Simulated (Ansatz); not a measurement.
# B5Ru: from a guess to a relaxed structure, part 1 of 2

The task: take a trial cell of B5Ru to zero force and stress.

Program: Ansatz 0.2.0. Level of theory: DFT PBE, scalar-relativistic, plane waves, PAW. These are calculated values, not measurements.

**1. The structure to begin with**

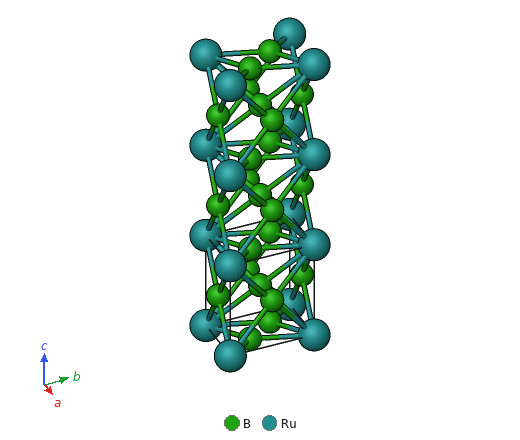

Start, viewed slightly off an axis; boron green, ruthenium teal. 1×1×3 cells are drawn. Atoms on the faces are drawn again on the opposite ones.

Coordinates:

```xyz
6
Lattice="4.1133 0.0000 0.0000 -2.0566 3.5622 0.0000 0.0000 0.0000 3.3988" Properties=species:S:1:pos:R:3 pbc="T T T"
B     0.0000    2.3748    0.0000
B     2.0566    1.1874    0.0000
B     2.0566    0.0000    1.6994
B     1.0283    1.7811    1.6994
B    -1.0283    1.7811    1.6994
Ru    0.0000    0.0000    0.0000
```

Recipe of the guess: species swapped into a database cell of EuAg5 (P6/mmm, No. 191), with Ru on the Eu sites and B on the Ag sites. Its size is a rough estimate.

**2. The guess as it stands, on a coarse mesh**

input.yaml

```yaml
crystal:
  lattice:
    - [4.11328261, 0.0, 0.0]
    - [-2.0566413, 3.56220723, 0.0]
    - [0.0, 0.0, 3.39881337]
  atoms:
    - { symbol: B, position: [0.33333333, 0.66666667, 0.0] }
    - { symbol: B, position: [0.66666667, 0.33333333, 0.0] }
    - { symbol: B, position: [0.5, 0.0, 0.5] }
    - { symbol: B, position: [0.5, 0.5, 0.5] }
    - { symbol: B, position: [0.0, 0.5, 0.5] }
    - { symbol: Ru, position: [0.0, 0.0, 0.0] }
basis:
  ecutwfc: 420
kpoints:
  mp_grid: { grid: [6, 6, 6] }
hamiltonian:
  xc: pbe
scf:
  occupations: { method: gaussian, width: 0.1 }
  lower_state_search: "off"
output:
  forces: true
  stress: true
  eigenvalues: true
```

Run with:

```
$ ansatz run input.yaml --threads 1 --pin off --max-ram 2048MiB --backend cpu --events-out ev --progress --plain --runs-dir out
```

What it wrote:

```text
[... 31 lines left out ...]
SCF 1 converged in 6 iterations: F = -6651.695866 eV  dr2 = 4.22e-8
SCF converged after 6 iterations
Free energy (F): -6651.695866 eV
Harris-Foulkes:  -6651.695866 eV  (|F-HF|=1.45e-8)
Internal energy: -6651.686019 eV  (E = F + TS)
E sigma→0 (E₀):  -6651.690943 eV
Entropy (-TS):   -0.009847 eV (-1.641 meV/atom)
Fermi energy:    14.919642 eV
--- Per-component energies (eV) ---
  E_band       = -82.601664
  E_kinetic    = 738.108996
  E_local      = -1914.183109  (includes V_loc(G=0)·N_el)
  E_nonlocal   = 401.803916
  E_hartree    = 674.743128
  E_xc         = -345.586330
  E_vxc        = -422.891155  (∫ρ·V_xc dr)
  E_paw        = -3853.157335  (= ΣΔE_a)
  E_vpaw       = -234.935189  (= ΣTr[D̂ρ^β])
  E_aug_tail   = -0.000172  (compensation charges beyond the density's cutoff)
  E_ewald      = -2353.415114
  E_smearing   = -0.009847  (= −TS)
  E_closure    = -0.000000  (closes the sum)
  Σ components = -6651.695866   (vs F -6651.695866, Δ=0.00e0)
--- Forces (eV/Å), atoms counted from 1 ---
  atom   1  B      0.00000000     0.00000000     0.00000000
  atom   2  B     -0.00000000    -0.00000000     0.00000000
  atom   3  B      0.00000000    -0.00000000     0.00000000
  atom   4  B     -0.00000000    -0.00000000     0.00000000
  atom   5  B      0.00000000     0.00000000     0.00000000
  atom   6  Ru     0.00000000     0.00000000     0.00000000
  max |Σ_I F_I| component: 5.55e-17 eV/Å
--- Stress (GPa, compression-positive) ---
      -26.083810       0.000000       0.000000
        0.000000     -26.083810       0.000000
        0.000000       0.000000     -30.603005
  P = ⅓ Tr σ = -27.5902 GPa (-275.902 kbar)
--- Band table (eV; the first three rows and the last of 28) ---
  k-point 0: bands = ["-58.2254", "-28.3930", "-28.3930", "-28.0235", "-1.0398", "5.7196", "6.8609", "6.8609", "7.8000", "9.4182", "10.1110", "10.1110", "12.8237", "12.8237", "15.1570", "15.5572", "15.5572", "15.8556", "16.8585", "16.8585", "18.2446", "19.7347"]
  k-point 1: bands = ["-58.2248", "-28.3917", "-28.3917", "-28.0356", "-0.7426", "5.8627", "5.9025", "7.0253", "7.0253", "9.8028", "9.8028", "11.0628", "13.3671", "13.3671", "14.2541", "14.6794", "14.6794", "16.3798", "16.6393", "16.6393", "19.2748", "19.2748"]
  k-point 2: bands = ["-58.2236", "-28.3893", "-28.3893", "-28.0599", "0.1309", "3.5868", "6.1963", "7.4170", "7.4170", "9.3410", "9.3410", "12.5337", "12.9377", "13.2001", "13.2001", "14.5765", "14.5765", "16.5554", "16.5554", "17.9766", "17.9766", "18.8973"]
  k-point 27: bands = ["-58.2227", "-28.3958", "-28.3958", "-28.0706", "3.0485", "3.0485", "4.6174", "4.6174", "7.4717", "7.5911", "11.4508", "11.4508", "11.8199", "11.8199", "14.3026", "16.5161", "16.5161", "18.2712", "18.5477", "18.5477", "19.9244", "19.9859"]
```

It took 0.8 s on 1 thread of AMD EPYC 9R45 (Zen 5), shared host; peak memory 0.35 GiB.

From the probe: pressure -27.6 GPa, largest force 0.00 eV/Å, gap on this mesh none (metal). A cheap, loose relaxation comes first.

**3. Rough relaxation on the coarse mesh**

Edit input.yaml of step 2 so:

```diff
@@ -25 +25,6 @@
   eigenvalues: true
+relax:
+  adjacent_minimum: "off"
+  f_tol: 0.04
+  max_steps: 70
+  cell: { stress_tol: 0.4 }
```

Run with:

```
$ ansatz run input.yaml --threads 1 --pin off --max-ram 2048MiB --backend cpu --events-out ev --progress --plain --runs-dir out
```

What it wrote:

```text
Warning: RAYON_NUM_THREADS=1 ignored (pool sized by the plan → 1); use --threads N
Engine: ansatz 0.2.0, x86_64-unknown-linux-gnu
Pseudopotentials: kind: paw
Pseudopotential: B, paw, valence charge 3, recommended cutoff 420 eV (normal), B.paw.azcp
Pseudopotential: Ru, paw, valence charge 16, recommended cutoff 420 eV (normal), Ru.paw.azcp
Functional definition: PBE
  parameter kappa = 0.804
  parameter beta = 0.06672455060314922
  exchange = pbe_x(kappa = kappa, mu = beta*pi^2/3)
  correlation = pbe_c(beta = beta)
Crystal: 6 atoms, lattice volume = 49.801 Å³
Basis set: ecut = 420 eV, 971 PW (Γ), exchange–correlation on 60×60×48 points (8 copies of the dense FFT grid, shifted against one another)
Bands: 22, of which v1, the nominal top of the filled ones, is band 16 counted from 1 (15 counted from 0)
Symmetry: 24 space group operations
Space group: P6/mmm (ITA 191), of the structure as read, at distance tolerance 3.7e-5 Å
k-points: 28 of 216
Non-local potential: B, projectors of the file, l = 0: 2, l = 1: 2, l = 2: 1
Non-local potential: Ru, projectors of the file, l = 0: 3, l = 1: 2, l = 2: 2, l = 3: 1
PAW form: soft (Blöchl's): semilocal exchange-correlation on the pseudo side does not see the compensation charge
PAW one-centre angular grid: B, 110 points (default); XC on 64 Gauss nodes
PAW one-centre angular grid: Ru, 590 points (default); XC on 64 Gauss nodes
Initial density: superposition of atomic densities (neutral atoms: chi_scale 0, normalization atom), corrected by the library's trained network
Initial wavefunctions: pseudopotential atomic-orbital guess
Functional: x = pbe(κ = 0.804, μ = 0.2195149727645171), c = pbe(β = 0.06672455060314922)
SCF iter   1: F=—  HF=-6651.719202 eV  |F-HF|=—  |Δ(HF+E_count)|=         —  Δρ=1.46e-2  dr2=1.63e-1  ethr=1.77e-3  ⟨swp⟩=4.7  Hψ=2626  notcnv=0
preconditioner: auto → none  [metal: Δε(μ)=0.056 eV  Ē_g=8.708 eV  σ=0.100 eV  W_gap=0.31  n_scr=8 (ndim 8)  ℏωp=25.2 eV  f_vac=0.000  D(μ)=2.49/eV (n_scr^D=20)  sad-step TF]
SCF iter   2: F=—  HF=-6651.707366 eV  |F-HF|=—  |Δ(HF+E_count)|=   1.18e-2  Δρ=9.67e-3  dr2=7.92e-2  ethr=5.27e-4  ⟨swp⟩=1.0  Hψ=840  notcnv=0
SCF iter   3: F=—  HF=-6651.695968 eV  |F-HF|=—  |Δ(HF+E_count)|=   1.14e-2  Δρ=8.74e-4  dr2=5.41e-4  ethr=2.55e-4  ⟨swp⟩=1.5  Hψ=646  notcnv=0
SCF iter   4: F=—  HF=-6651.695858 eV  |F-HF|=—  |Δ(HF+E_count)|=   1.10e-4  Δρ=2.69e-4  dr2=4.73e-5  ethr=1.74e-6  ⟨swp⟩=2.1  Hψ=877  notcnv=0
SCF iter   5: F=—  HF=-6651.695866 eV  |F-HF|=—  |Δ(HF+E_count)|=   7.44e-6  Δρ=6.19e-5  dr2=1.05e-6  ethr=1.53e-7  ⟨swp⟩=2.0  Hψ=886  notcnv=0
SCF iter   6: F=-6651.695866 eV  HF=-6651.695866 eV  |F-HF|=1.45e-8  |Δ(HF+E_count)|=   2.69e-7  Δρ=1.14e-5  dr2=4.23e-8  ethr=3.23e-10  ⟨swp⟩=7.6  Hψ=2731  notcnv=0
SCF 1 converged in 6 iterations: F = -6651.695866 eV  dr2 = 4.23e-8
relax step   1: F+E_penalty+E_count = -6651.69586587 eV  Δ(F+E_penalty+E_count) = +0.000e0 eV  max|allowed force component| = 4.441e-16 eV/Å  Δτ_max = 0.0000 Å  P = -27.590 GPa  Ω = 49.801 Å³  (6 SCF iters, dr2 threshold 1.00e-7 eV, accepted)
Crystal: 6 atoms, lattice volume = 44.829 Å³
Basis set: ecut = 420 eV, 899 PW (Γ), exchange–correlation on 60×60×48 points (8 copies of the dense FFT grid, shifted against one another)
Initial density: handed on by an earlier stage of this run
Initial wavefunctions: those handed on with the density
iter 1 solved again at ethr=2.58e-3 eV; its pass at ethr=3.10e-3 eV (dr2=8.01e-1 eV) is discarded
SCF iter   1: F=—  HF=-6652.396922 eV  |F-HF|=—  |Δ(HF+E_count)|=         —  Δρ=2.91e-2  dr2=8.01e-1  ethr=2.58e-3  ⟨swp⟩=1.0  Hψ=3794  notcnv=0
preconditioner: auto → none  [metal: Δε(μ)=0.020 eV  Ē_g=9.560 eV  σ=0.100 eV  W_gap=0.11  n_scr=8 (ndim 8)  ℏωp=26.6 eV  f_vac=0.000  D(μ)=2.29/eV (n_scr^D=20)]
SCF iter   2: F=—  HF=-6652.296453 eV  |F-HF|=—  |Δ(HF+E_count)|=   1.00e-1  Δρ=9.95e-3  dr2=1.00e-1  ethr=2.58e-3  ⟨swp⟩=2.0  Hψ=714  notcnv=0
SCF iter   3: F=—  HF=-6652.279986 eV  |F-HF|=—  |Δ(HF+E_count)|=   1.65e-2  Δρ=1.27e-3  dr2=1.09e-3  ethr=3.23e-4  ⟨swp⟩=1.0  Hψ=753  notcnv=0
SCF iter   4: F=—  HF=-6652.279780 eV  |F-HF|=—  |Δ(HF+E_count)|=   2.06e-4  Δρ=2.93e-4  dr2=1.22e-5  ethr=3.52e-6  ⟨swp⟩=2.0  Hψ=892  notcnv=0  defer=1
SCF iter   5: F=—  HF=-6652.279794 eV  |F-HF|=—  |Δ(HF+E_count)|=   1.41e-5  Δρ=6.40e-5  dr2=4.31e-7  ethr=3.93e-8  ⟨swp⟩=2.4  Hψ=966  notcnv=0
SCF iter   6: F=-6652.279794 eV  HF=-6652.279794 eV  |F-HF|=9.70e-10  |Δ(HF+E_count)|=   2.81e-7  Δρ=7.37e-6  dr2=7.78e-9  ethr=1.39e-9  ⟨swp⟩=5.4  Hψ=2801  notcnv=0
SCF 2 converged in 6 iterations: F = -6652.279794 eV  dr2 = 7.78e-9
relax step   2: F+E_penalty+E_count = -6652.27979403 eV  Δ(F+E_penalty+E_count) = -5.839e-1 eV  max|allowed force component| = 2.961e-16 eV/Å  Δτ_max = 0.0000 Å  P = -6.804 GPa  Ω = 44.829 Å³  energy of the carried Pulay correction = +6.772e-3 eV  (6 SCF iters, dr2 threshold 6.00e-7 eV, accepted)
Crystal: 6 atoms, lattice volume = 43.134 Å³
Basis set: ecut = 420 eV, 887 PW (Γ), exchange–correlation on 60×60×48 points (8 copies of the dense FFT grid, shifted against one another)
iter 1 solved again at ethr=5.02e-4 eV; its pass at ethr=3.10e-3 eV (dr2=1.56e-1 eV) is discarded
SCF iter   1: F=—  HF=-6652.386316 eV  |F-HF|=—  |Δ(HF+E_count)|=         —  Δρ=1.41e-2  dr2=1.56e-1  ethr=5.02e-4  ⟨swp⟩=1.0  Hψ=3577  notcnv=0
preconditioner: auto → none  [metal: Δε(μ)=0.013 eV  Ē_g=9.912 eV  σ=0.100 eV  W_gap=0.07  n_scr=8 (ndim 8)  ℏωp=27.1 eV  f_vac=0.000  D(μ)=1.95/eV (n_scr^D=20)]
SCF iter   2: F=—  HF=-6652.364797 eV  |F-HF|=—  |Δ(HF+E_count)|=   2.15e-2  Δρ=5.11e-3  dr2=2.07e-2  ethr=5.02e-4  ⟨swp⟩=1.0  Hψ=617  notcnv=0
SCF iter   3: F=—  HF=-6652.360940 eV  |F-HF|=—  |Δ(HF+E_count)|=   3.86e-3  Δρ=7.09e-4  dr2=3.08e-4  ethr=6.68e-5  ⟨swp⟩=1.1  Hψ=619  notcnv=0
SCF iter   4: F=—  HF=-6652.360901 eV  |F-HF|=—  |Δ(HF+E_count)|=   3.84e-5  Δρ=1.14e-4  dr2=1.98e-6  ethr=9.94e-7  ⟨swp⟩=2.4  Hψ=942  notcnv=0
iter 5 did not close the SCF: its close was put off for the readings that it lacked (scf_convergence_deferred on its scf_iter line)
SCF iter   5: F=-6652.360902 eV  HF=-6652.360902 eV  |F-HF|=2.33e-8  |Δ(HF+E_count)|=   6.13e-7  Δρ=2.25e-5  dr2=1.08e-7  ethr=6.39e-9  ⟨swp⟩=2.3  Hψ=991  notcnv=0
SCF iter   6: F=-6652.360902 eV  HF=-6652.360902 eV  |F-HF|=4.42e-10  |Δ(HF+E_count)|=   2.98e-8  Δρ=3.49e-6  dr2=1.90e-9  ethr=3.50e-10  ⟨swp⟩=2.5  Hψ=2326  notcnv=0
SCF 3 converged in 6 iterations: F = -6652.360902 eV  dr2 = 1.90e-9
relax step   3: F+E_penalty+E_count = -6652.36090191 eV  Δ(F+E_penalty+E_count) = -8.111e-2 eV  max|allowed force component| = 7.401e-17 eV/Å  Δτ_max = 0.0000 Å  P = +3.412 GPa  Ω = 43.134 Å³  energy of the carried Pulay correction = +9.180e-3 eV  (6 SCF iters, dr2 threshold 6.00e-7 eV, accepted)
[... 11 lines left out ...]
relax step   4: F+E_penalty+E_count = -6652.39849103 eV  Δ(F+E_penalty+E_count) = -3.759e-2 eV  max|allowed force component| = 3.485e-16 eV/Å  Δτ_max = 0.0000 Å  P = +10.227 GPa  Ω = 42.227 Å³  energy of the carried Pulay correction = +1.040e-2 eV  (6 SCF iters, dr2 threshold 6.00e-7 eV, accepted)
[... 11 lines left out ...]
relax step   5: F+E_penalty+E_count = -6652.43585261 eV  Δ(F+E_penalty+E_count) = -3.736e-2 eV  max|allowed force component| = 2.220e-16 eV/Å  Δτ_max = 0.0000 Å  P = +3.804 GPa  Ω = 43.135 Å³  energy of the carried Pulay correction = +9.034e-3 eV  (6 SCF iters, dr2 threshold 6.00e-7 eV, accepted)
[... 11 lines left out ...]
relax step   6: F+E_penalty+E_count = -6652.44706171 eV  Δ(F+E_penalty+E_count) = -1.121e-2 eV  max|allowed force component| = 1.234e-16 eV/Å  Δτ_max = 0.0000 Å  P = +0.014 GPa  Ω = 43.772 Å³  energy of the carried Pulay correction = +8.052e-3 eV  (6 SCF iters, dr2 threshold 6.00e-7 eV, accepted)
[... 12 lines left out ...]
relax step   7: F+E_penalty+E_count = -6652.44729204 eV  Δ(F+E_penalty+E_count) = -2.303e-4 eV  max|allowed force component| = 1.110e-16 eV/Å  Δτ_max = 0.0000 Å  P = +0.010 GPa  Ω = 43.790 Å³  energy of the carried Pulay correction = +8.014e-3 eV  (6 SCF iters, dr2 threshold 5.62e-7 eV, accepted)
Initial wavefunctions: pseudopotential atomic-orbital guess (no wavefunctions were taken with the density)
iter 1 solved again at ethr=9.56e-8 eV; its pass at ethr=3.10e-3 eV (dr2=2.96e-5 eV) is discarded
SCF iter   1: F=—  HF=-6652.442889 eV  |F-HF|=—  |Δ(HF+E_count)|=         —  Δρ=3.09e-4  dr2=5.10e-6  ethr=9.56e-8  ⟨swp⟩=3.0  Hψ=4356  notcnv=0
preconditioner: auto → none  [metal: Δε(μ)=0.035 eV  Ē_g=9.721 eV  σ=0.100 eV  W_gap=0.19  n_scr=8 (ndim 8)  ℏωp=26.9 eV  f_vac=0.000  D(μ)=3.07/eV (n_scr^D=32)]
SCF iter   2: F=—  HF=-6652.442907 eV  |F-HF|=—  |Δ(HF+E_count)|=   1.84e-5  Δρ=1.51e-4  dr2=1.03e-6  ethr=1.64e-8  ⟨swp⟩=2.0  Hψ=1052  notcnv=0
SCF iter   3: F=—  HF=-6652.442913 eV  |F-HF|=—  |Δ(HF+E_count)|=   5.68e-6  Δρ=1.75e-5  dr2=2.05e-8  ethr=3.33e-9  ⟨swp⟩=3.0  Hψ=1115  notcnv=0
iter 4 did not close the SCF: its close was put off for the readings that it lacked (scf_convergence_deferred on its scf_iter line)
SCF iter   4: F=-6652.442913 eV  HF=-6652.442913 eV  |F-HF|=2.25e-10  |Δ(HF+E_count)|=   4.83e-8  Δρ=1.91e-6  dr2=4.48e-10  ethr=6.60e-11  ⟨swp⟩=2.0  Hψ=994  notcnv=0
iter 5 did not close the SCF: its close was put off for the readings that it lacked (scf_convergence_deferred on its scf_iter line)
SCF iter   5: F=-6652.442913 eV  HF=-6652.442913 eV  |F-HF|=2.82e-11  |Δ(HF+E_count)|=  3.09e-10  Δρ=2.95e-7  dr2=4.23e-11  ethr=1.45e-12  ⟨swp⟩=2.4  Hψ=1031  notcnv=0
SCF iter   6: F=-6652.442913 eV  HF=-6652.442913 eV  |F-HF|=0.00e0  |Δ(HF+E_count)|=  4.55e-12  Δρ=6.44e-8  dr2=1.59e-12  ethr=1.00e-12  ⟨swp⟩=2.2  Hψ=1661  notcnv=0
SCF 8 converged in 6 iterations: F = -6652.442913 eV  dr2 = 1.59e-12
relax step   8: F+E_penalty+E_count = -6652.44291286 eV  Δ(F+E_penalty+E_count) = +4.379e-3 eV  max|allowed force component| = 1.110e-16 eV/Å  Δτ_max = 0.0000 Å  P = -0.082 GPa  Ω = 43.790 Å³  stress off target by 8.62e-2 GPa  SCF on the basis re-selected at this cell (its energy is not comparable with the rows above)  (6 SCF iters)
basis re-selected at this cell: Δ(F+E_penalty+E_count) = +4.379e-3 eV, ΔP = -0.092 GPa vs the last step (what re-selecting the basis moved, of the pressure what is left beyond the Pulay correction that the steps carried, after the strain that the cell walked since its last selection, with what the two solves' SCF thresholds leave and, on support functions, any second-order correction that the steps lacked; it is no measure of the basis error at this ecutwfc). This SCF's stress stands 8.62e-2 GPa from its target on what of the cell is left free (relax.cell.stress_tol is 4.00e-1 GPa) and its largest allowed force component is 1.11e-16 eV/Å (relax.f_tol is 4.00e-2 eV/Å): within both
SCF converged after 6 iterations
Free energy (F): -6652.442913 eV
Harris-Foulkes:  -6652.442913 eV  (|F-HF|=0.00e0)
Internal energy: -6652.427546 eV  (E = F + TS)
E sigma→0 (E₀):  -6652.435229 eV
Entropy (-TS):   -0.015367 eV (-2.561 meV/atom)
Fermi energy:    17.434677 eV
--- Per-component energies (eV) ---
  E_band       = -24.481544
  E_kinetic    = 759.887109
  E_local      = -1780.267353  (includes V_loc(G=0)·N_el)
  E_nonlocal   = 402.981212
  E_hartree    = 630.416365
  E_xc         = -352.466364
  E_vxc        = -431.921452  (∫ρ·V_xc dr)
  E_paw        = -3854.210128  (= ΣΔE_a)
  E_vpaw       = -235.993557  (= ΣTr[D̂ρ^β])
  E_aug_tail   = -0.000181  (compensation charges beyond the density's cutoff)
  E_ewald      = -2458.768206
  E_smearing   = -0.015367  (= −TS)
  E_closure    = 0.000000  (closes the sum)
  Σ components = -6652.442913   (vs F -6652.442913, Δ=0.00e0)
--- Forces (eV/Å), atoms counted from 1 ---
  atom   1  B      0.00000000    -0.00000000    -0.00000000
  atom   2  B      0.00000000     0.00000000     0.00000000
  atom   3  B      0.00000000     0.00000000     0.00000000
  atom   4  B      0.00000000     0.00000000    -0.00000000
  atom   5  B      0.00000000     0.00000000     0.00000000
  atom   6  Ru    -0.00000000    -0.00000000     0.00000000
  max |Σ_I F_I| component: 1.85e-17 eV/Å
--- Stress (GPa, compression-positive) ---
       -0.086196      -0.000000      -0.000000
       -0.000000      -0.086196       0.000000
       -0.000000       0.000000      -0.073945
  P = ⅓ Tr σ = -0.0821 GPa (-0.821 kbar)
--- Band table (eV; the first three rows and the last of 28) ---
  k-point 0: bands = ["-56.0693", "-26.2842", "-26.2842", "-25.8049", "0.0179", "6.6894", "7.9158", "7.9158", "10.5152", "11.3628", "11.3628", "11.9108", "15.2470", "15.2470", "18.0272", "18.0272", "18.5806", "19.1191", "19.6321", "19.6321", "22.3512", "23.1178"]
  k-point 1: bands = ["-56.0658", "-26.2789", "-26.2789", "-25.8529", "0.3901", "6.8765", "8.1422", "8.1422", "8.4244", "11.1050", "11.1050", "13.4171", "15.6416", "15.6416", "16.9658", "17.4112", "17.4112", "18.7825", "18.7825", "20.8258", "22.4795", "22.8199"]
  k-point 2: bands = ["-56.0588", "-26.2683", "-26.2683", "-25.9480", "1.4829", "5.6685", "7.3174", "8.6931", "8.6931", "10.6394", "10.6394", "14.9060", "15.5919", "15.5919", "15.6072", "16.7250", "16.7250", "18.5217", "18.5217", "21.2285", "21.2285", "21.3861"]
  k-point 27: bands = ["-56.0550", "-26.2721", "-26.2721", "-25.9934", "4.5401", "4.5401", "6.2106", "6.2106", "8.9150", "9.7287", "12.8118", "12.8118", "13.7666", "13.7666", "17.1803", "19.1969", "19.1969", "20.6519", "20.6739", "20.6739", "21.9730", "22.5558"]
--- Relaxed structure (7 steps of the walk, 7 accepted, 1 SCFs on fresh bases) ---
  F+E_penalty+E_count = -6652.44291286 eV   max|allowed force component| = 1.110e-16 eV/Å   (the final SCF, on the basis selected at the relaxed cell)
  cell:  # Å, volume = 43.7899 Å³
    - [4.099809388138582, -2.8772956125997113e-9, 0.0]
    - [-2.0499046915774803, 3.5505390822405962, 0.0]
    - [0.0, 0.0, 3.008265834089015]
  atoms:
    - { symbol: B, position: [0.3333333333333334, 0.6666666666666667, 0.0] }
    - { symbol: B, position: [0.6666666666666665, 0.33333333333333337, 0.0] }
    - { symbol: B, position: [0.5, -5.169878828456423e-26, 0.5000000000000001] }
    - { symbol: B, position: [0.5, 0.5000000000000001, 0.5000000000000001] }
    - { symbol: B, position: [2.7755575615628914e-17, 0.5, 0.5000000000000001] }
    - { symbol: Ru, position: [6.949241401626228e-35, 2.410426207402575e-34, 0.0] }
```

Run time: 6.4 s. Hardware: 1 thread of AMD EPYC 9R45 (Zen 5), shared host; peak memory 0.37 GiB.

Relaxation path:

| step | energy from step 1 (eV/cell) | largest force component (eV/Å) | pressure (GPa) | volume (Å³) |
| --- | --- | --- | --- | --- |
| 1 | 0.0000 | 0.0000 | -27.59 | 49.80 |
| 2 | -0.5839 | 0.0000 | -6.80 | 44.83 |
| 3 | -0.6650 | 0.0000 | 3.41 | 43.13 |
| 4 | -0.7026 | 0.0000 | 10.23 | 42.23 |
| 5 | -0.7400 | 0.0000 | 3.80 | 43.14 |
| 6 | -0.7512 | 0.0000 | 0.01 | 43.77 |
| 7 | -0.7514 | 0.0000 | 0.01 | 43.79 |
| 8 | -0.7470 | 0.0000 | -0.08 | 43.79 |

Step 1 is the start. Step 8 repeats the geometry before it on a plane-wave basis chosen anew for that cell, so its energy need not be comparable with the rows above.

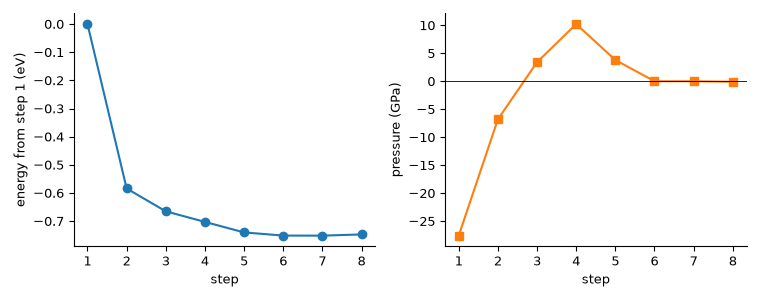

Energy and pressure along the relaxation.

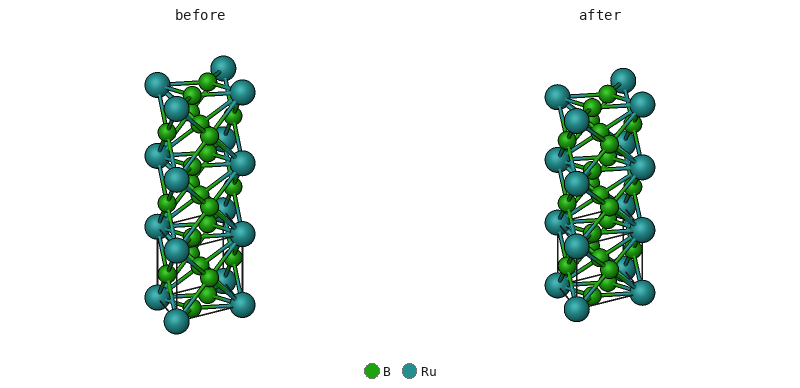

Before and after, at one scale.

|  | before | after | change |
| --- | --- | --- | --- |
| a (Å) | 4.113 | 4.100 | -0.3 % |
| b (Å) | 4.113 | 4.100 | -0.3 % |
| c (Å) | 3.399 | 3.008 | -11.5 % |
| volume (Å³/atom) | 8.30 | 7.30 | -12.1 % |
| shortest distance (Å) | 2.057 | 1.914 | -6.9 % |
| space group (0.01 Å) | P6/mmm | P6/mmm | same |

Forces and stress were held to the start's 24 operations: a distortion of lower symmetry was not tested.

(Continued in part 2 of 2.)
